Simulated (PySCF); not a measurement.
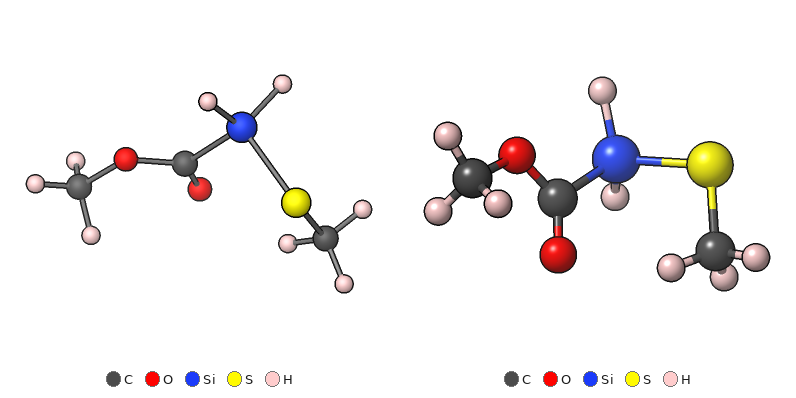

Both panels show the same species.

Computed geometry: GFN2-xTB optimisation. No frequency run is at hand to confirm it as a minimum.

Describe the molecule.

It has 15 atoms: 3 carbon, 8 hydrogen, 2 oxygen, 1 sulfur and 1 silicon (C₃H₈O₂SSi). Its SMILES string is `COC(=O)[SiH2]SC`. It has no ring. Among its groups: Si–H bond. This geometry has C1 symmetry. Coordination: 2 C tetrahedral; 1 O bent; 1 C trigonal planar; 1 Si tetrahedral; 1 S bent.

The parts below concern this one geometry. Atoms keep their numbers from picture to picture.

### Shape

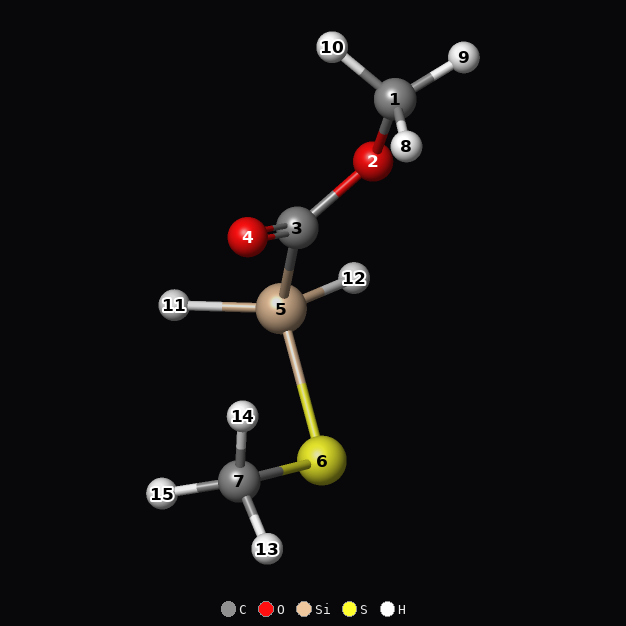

Numbered structure. No frequency run is at hand to confirm it as a minimum.

List the bonds and their lengths.

```csv
bond,length (Å),order
C1–O2,1.425,single
C1–H8,1.092,single
C1–H9,1.086,single
C1–H10,1.092,single
O2–C3,1.333,single
C3–O4,1.209,double
C3–Si5,1.916,single
Si5–S6,2.140,single
Si5–H11,1.461,single
Si5–H12,1.448,single
S6–C7,1.827,single
C7–H13,1.084,single
C7–H14,1.085,single
C7–H15,1.085,single
```

### Charges

The questions are on Mulliken charges. No frequency run is at hand to confirm it as a minimum. Method: PBE0/pcSseg-1, gas phase (PySCF 2.14.0).

List the Mulliken charges.

```tsv
atom	value (e)
C1	−0.05
O2	−0.45
C3	0.23
O4	−0.42
Si5	0.63
S6	−0.30
C7	−0.41
H8	0.12
H9	0.13
H10	0.12
H11	−0.05
H12	−0.05
H13	0.16
H14	0.18
H15	0.15
```

### Quadrupole coupling

No frequency run is at hand to confirm it as a minimum. Electric field gradients from the ground-state density, PBE0/pcSseg-1 (PySCF 2.14.0), non-relativistic apart from any core potentials.

Give the largest field-gradient component, the quadrupole coupling constant and the asymmetry for 17O at O2 (Q = −25.6 mb), 17O at O4 (Q = −25.6 mb), 33S at S6 (Q = −67.81 mb), 2H at H8 (Q = 2.86 mb), 2H at H9 (Q = 2.86 mb).

| atom | V_zz (a.u.) | e²qQ/h (MHz) | η |
| --- | --- | --- | --- |
| O2 | 1.684 | −10.13 | 0.27 |
| O4 | −1.574 | 9.47 | 0.24 |
| S6 | −2.297 | 36.6 | 0.80 |
| H8 | 0.295 | 0.199 | 0.10 |
| H9 | 0.307 | 0.207 | 0.07 |

### Dipole moment

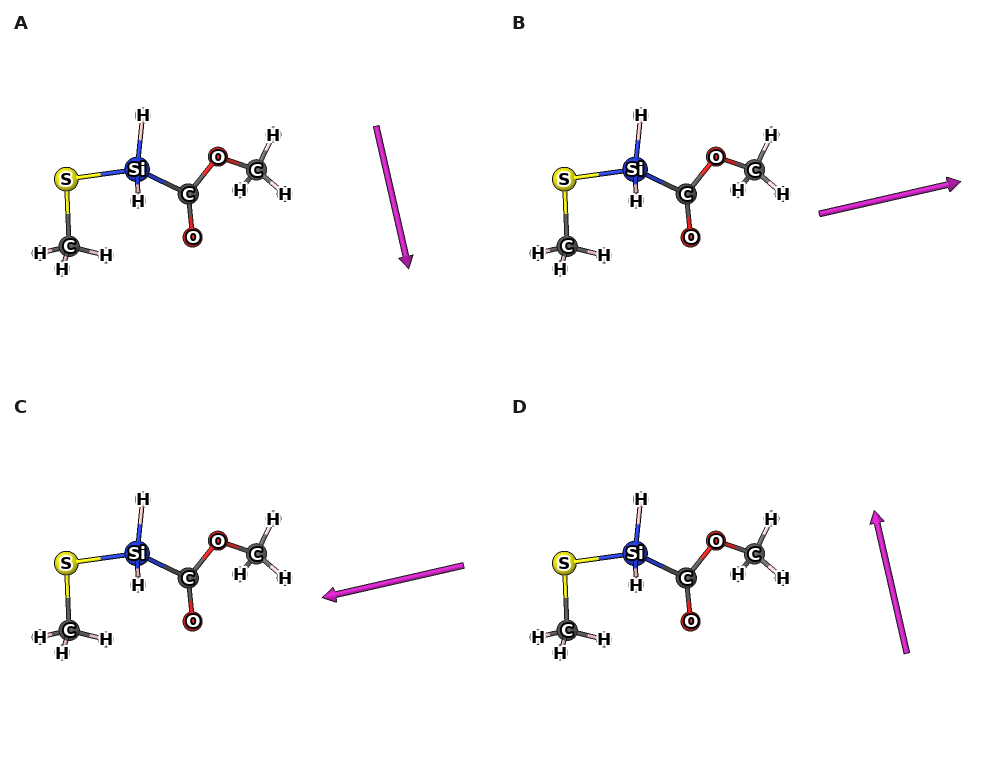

The same molecule four times, each with an arrow. No frequency run is at hand to confirm it as a minimum. Method: PBE0/def2-SVPD, gas phase (PySCF 2.14.0).

**Which arrow points along the dipole moment, from the negative to the positive end?**

B. The dipole moment is 1.46 D.

### NMR shielding

The questions are on isotropic NMR shieldings of the O atoms. No frequency run is at hand to confirm it as a minimum. Method: GIAO PBE0/pcSseg-1 NMR shielding, non-relativistic, gas phase (PySCF 2.14.0).

List the isotropic NMR shieldings of the O atoms.

```
atom  σ (ppm)
  O2    112.0
  O4   −166.2
```

Mulliken values depend strongly on the basis set and can even reverse the polarity of a bond. The geometry is semi-empirical. Around Si such bond lengths and angles can be off by a tenth of an ångström or more and by several degrees, and values that hang on the shape move with them.
